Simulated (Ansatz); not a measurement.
## What a change does: geometry relaxation on B2Si

System: B2Si, multiplicity 5.
Method of the first run: UKS r2SCAN-D4/def2-TZVP (Ansatz 0.2.0).

The geometry: r2SCAN-D4/def2-TZVP start. Text and figures count atoms from 1; the logs count them from 0 in places.

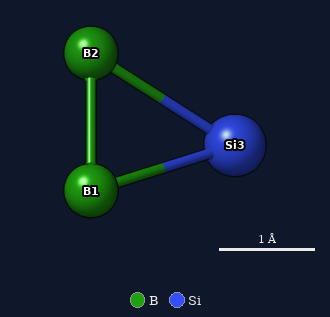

The structure as given in the input (ball-and-stick view, seen at a tilt; atoms are numbered from 1 in the order of the input). Bond lengths as drawn: B–B 1.51 Å and B–Si 1.90 Å.

**Input file, the first run**
```yaml
crystal:
  periodic: [false, false, false]
  atoms:
    - {symbol: B, position_ang: [0.028393, 0.855917, 0.415395]}
    - {symbol: B, position_ang: [-0.645680, 0.085164, -0.694117]}
    - {symbol: Si, position_ang: [0.617287, -0.941081, 0.278721]}
basis:
  gaussian: {orbitals: def2-TZVP}
magnetization: {spin_polarized: true, initial_magnetization: 4}
hamiltonian: {xc: r2scan, dispersion: d4}
scf: {omitted_lower_state_checks: [starts]}
output: {orbitals: {seedname: orbitals}}
relax: {f_tol: 0.02, max_steps: 100}
```

Command:
```bash
ansatz run in.yaml --threads 4 --pin off --events-out ev --progress --plain --max-ram 3916MiB
```

Hardware: 4 threads of Arm Neoverse N1, 23 GiB of memory available, shared host.

**Output, shortened to warnings, some set-up lines, iterations and results (the first run)**
```
[...]
mean field evaluation 1: about -9214.0896 eV, gradient 2.9e1 eV
mean field evaluation 2: about -9185.6837 eV, gradient 5.9e1 eV
mean field evaluation 4: about -9220.1459 eV, gradient 7.4e0 eV
mean field evaluation 8: about -9220.5637 eV, gradient 1.5e-1 eV
mean field evaluation 16: about -9220.5639 eV, gradient 5.5e-4 eV
mean field evaluation 32: about -9220.5893 eV, gradient 1.5e-5 eV
relax step   1: F+E_penalty+E_count = -9220.60449339 eV  Δ(F+E_penalty+E_count) = +0.000e0 eV  max|allowed force component| = 3.980e0 eV/Å  Δτ_max = 0.0000 Å  (95 SCF iters, …
relax step   2: F+E_penalty+E_count = -9221.02840411 eV  Δ(F+E_penalty+E_count) = -4.239e-1 eV  max|allowed force component| = 2.178e0 eV/Å  Δτ_max = 0.0496 Å  (130 SCF …
mean field evaluation 64: about -9221.2275 eV, gradient 1.2e-3 eV
relax step   3: F+E_penalty+E_count = -9221.24274895 eV  Δ(F+E_penalty+E_count) = -2.143e-1 eV  max|allowed force component| = 1.923e-1 eV/Å  Δτ_max = 0.0756 Å  (46 SCF …
relax step   4: F+E_penalty+E_count = -9221.24531574 eV  Δ(F+E_penalty+E_count) = -2.567e-3 eV  max|allowed force component| = 2.107e-2 eV/Å  Δτ_max = 0.0090 Å  (45 SCF …
relax step   5: F+E_penalty+E_count = -9221.24536313 eV  Δ(F+E_penalty+E_count) = -4.739e-5 eV  max|allowed force component| = 7.807e-4 eV/Å  Δτ_max = 0.0016 Å  (38 SCF …
these checks for a lower state are left out or cut short: starts
590 factors; their error is unknown
mean field -9221.23009957 eV, -338.8739557848 hartree, gradient 1.8e-5 eV, S^2 6.006442; 0 other end points of the search recorded, 0 dependent functions left out
the calculation of the forces begins
reference -9221.23011402 eV, -338.8739563160 hartree; 14, 10 occupied and 85, 89 virtual orbitals, 590 factors
Total energy: -9221.24537759 eV, -338.8745172418 hartree
Atom 0 at     0.081376     0.935643     0.511175 Å, force    -0.000165     0.000495     0.000034 eV/Å
Atom 1 at    -0.713014     0.027316    -0.796377 Å, force    -0.000347     0.000286    -0.000266 eV/Å
Atom 2 at     0.631638    -0.962960     0.285201 Å, force     0.000512    -0.000781     0.000231 eV/Å
Dipole moment:     0.098000    -0.149406     0.044250 e Å
Checks for a lower state left out: starts
```

The second run used a changed input.

**The two runs side by side**

| quantity | the first run | the second run |
| --- | --- | --- |
| outcome | converged | converged |
| total energy (hartree) | −338.874517 | −338.927094 |
| HOMO (eV) | −5.03 | −5.64 |
| LUMO (eV) | −5.35 | −4.93 |
| dipole moment (D) | 0.88 | 0.72 |
| ⟨S²⟩ | 6.006 | 2.128 |
| largest force (eV/Å) | 0.001 | 0.000 |
| basis functions | 99 | 99 |
| wall time (shared host) | 23 s | 14 s |

Which change of the input explains these differences?

The change (lines with − go, lines with + come):
```diff
-magnetization: {spin_polarized: true, initial_magnetization: 4}
+magnetization: {spin_polarized: true, initial_magnetization: 2}
```

With the same method and basis, the second run lies 33.0 kcal/mol lower. The HOMO goes from −5.03 to −5.64 eV. The LUMO goes from −5.35 to −4.93 eV. The dipole moment goes from 0.88 to 0.72 D. On the same kind of shared host the second run took about 0.61 times as long.

**Output, shortened to warnings, some set-up lines, iterations and results (the second run)**
```
[...]
mean field evaluation 1: about -9214.4200 eV, gradient 3.4e1 eV
mean field evaluation 2: about -9168.6397 eV, gradient 7.4e1 eV
mean field evaluation 4: about -9220.9646 eV, gradient 1.4e1 eV
mean field evaluation 8: about -9222.6245 eV, gradient 7.8e-2 eV
mean field evaluation 16: about -9222.6162 eV, gradient 1.4e-3 eV
relax step   1: F+E_penalty+E_count = -9222.63140259 eV  Δ(F+E_penalty+E_count) = +0.000e0 eV  max|allowed force component| = 1.203e0 eV/Å  Δτ_max = 0.0000 Å  (43 SCF iters, …
mean field evaluation 32: about -9222.6545 eV, gradient 1.4e-5 eV
relax step   2: F+E_penalty+E_count = -9222.66971857 eV  Δ(F+E_penalty+E_count) = -3.832e-2 eV  max|allowed force component| = 4.339e-1 eV/Å  Δτ_max = 0.0178 Å  (45 SCF …
relax step   3: F+E_penalty+E_count = -9222.67585901 eV  Δ(F+E_penalty+E_count) = -6.140e-3 eV  max|allowed force component| = 6.306e-2 eV/Å  Δτ_max = 0.0099 Å  (45 SCF …
relax step   4: F+E_penalty+E_count = -9222.67600561 eV  Δ(F+E_penalty+E_count) = -1.466e-4 eV  max|allowed force component| = 2.948e-2 eV/Å  Δτ_max = 0.0024 Å  (47 SCF …
relax step   5: F+E_penalty+E_count = -9222.67604065 eV  Δ(F+E_penalty+E_count) = -3.504e-5 eV  max|allowed force component| = 2.118e-4 eV/Å  Δτ_max = 0.0008 Å  (37 SCF …
these checks for a lower state are left out or cut short: starts
590 factors; their error is unknown
mean field -9222.66080042 eV, -338.9265330715 hartree, gradient 1.9e-5 eV, S^2 2.128321; 0 other end points of the search recorded, 0 dependent functions left out
the calculation of the forces begins
reference -9222.66081427 eV, -338.9265335805 hartree; 13, 11 occupied and 86, 88 virtual orbitals, 590 factors
Total energy: -9222.67605449 eV, -338.9270936483 hartree
Atom 0 at     0.042546     0.868449     0.437057 Å, force    -0.000133    -0.000135    -0.000212 eV/Å
Atom 1 at    -0.657097     0.068459    -0.714543 Å, force     0.000120     0.000155     0.000206 eV/Å
Atom 2 at     0.614550    -0.936909     0.277485 Å, force     0.000013    -0.000020     0.000006 eV/Å
Dipole moment:     0.079412    -0.121068     0.035857 e Å
Checks for a lower state left out: starts
```
